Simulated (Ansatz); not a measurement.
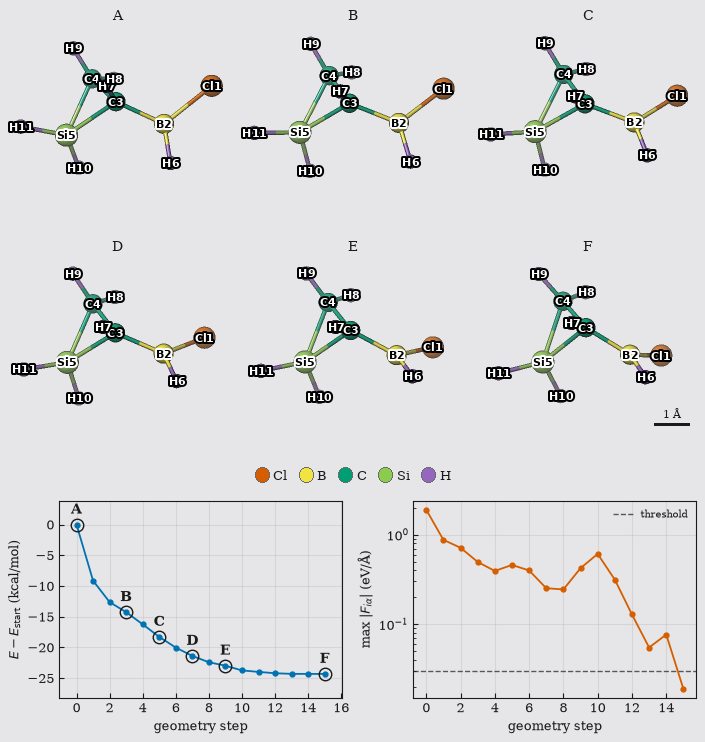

Frames of a relaxation of C$_{2}$H$_{6}$BClSi (coarse preliminary run), marked on the history of the run. The picture is a ball-and-stick view, seen face on.

The start comes from a force field.

The calculation used RKS PBE-D4/def2-SVP in Ansatz. Settings: force threshold 0.03 eV/Å; at most 200 steps.

Question: What happens along the run?

Answer: Cl1 moves most after the best rigid fit: 1.60 Å. Largest moves by element: Cl 1.60 Å, H 0.94 Å, Si 0.32 Å, C 0.26 Å, B 0.22 Å. Near-neighbour distances that change, for instance: C3–H7 1.154 → 1.105 Å, Si5–H10 1.442 → 1.489 Å, B2–C3 1.565 → 1.520 Å, C3–C4 1.484 → 1.527 Å. Bond angles that change, for instance: C4–Si5–H11 106.7° → 119.7°, H10–Si5–H11 127.0° → 116.7°, B2–C3–Si5 114.0° → 103.8°. Over 15 geometry steps the energy falls by 24.3 kcal/mol. Largest force component: 1.9 eV/Å at the start, 0.019 eV/Å at the end. From step 0 to 3: Cl1 moves most (0.25 Å), energy −14.2 kcal/mol. From step 3 to 5: H6 moves most (0.40 Å), energy −4.03 kcal/mol. From step 5 to 7: Cl1 moves most (0.40 Å), energy −3.10 kcal/mol. From step 7 to 9: Cl1 moves most (0.39 Å), energy −1.59 kcal/mol. From step 9 to 15: Cl1 moves most (0.31 Å), energy −1.34 kcal/mol.

| step | E − E(0), kcal/mol | largest force component, eV/Å |
| --- | --- | --- |
| 0 | 0.00 | 1.9012 |
| 1 | -9.13 | 0.8761 |
| 2 | -12.61 | 0.7145 |
| 3 | -14.25 | 0.4965 |
| 4 | -16.23 | 0.3934 |
| 5 | -18.28 | 0.4590 |
| 6 | -20.01 | 0.3987 |
| 7 | -21.37 | 0.2526 |
| 8 | -22.40 | 0.2444 |
| 9 | -22.96 | 0.4224 |
| 10 | -23.73 | 0.6097 |
| 11 | -23.97 | 0.3146 |
| 12 | -24.19 | 0.1284 |
| 13 | -24.29 | 0.0549 |
| 14 | -24.30 | 0.0766 |
| 15 | -24.30 | 0.0189 |
